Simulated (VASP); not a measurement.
Band structure of NaF (rock salt). These are r2SCAN meta-GGA, VASP's PBE PAW potentials (set 64) (plane waves; VASP) values and carry that method's errors.

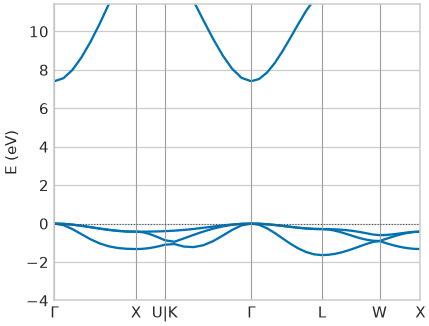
*Bands along high-symmetry lines, zero at the valence-band maximum or, without a gap, the Fermi level*

### Question
Read the plot: is there a gap, and where are the band edges?

### Answer
The gap is direct, 7.41 eV, from the valence maximum at Γ to the conduction minimum at Γ.

Measured: gap 11.70 eV (computed value off by -4.29 eV), as given by David Koller et al., Journal of Physics Condensed Matter (2013), arXiv:1304.4470.

The compound is NaF in the rock salt structure. It was relaxed first.
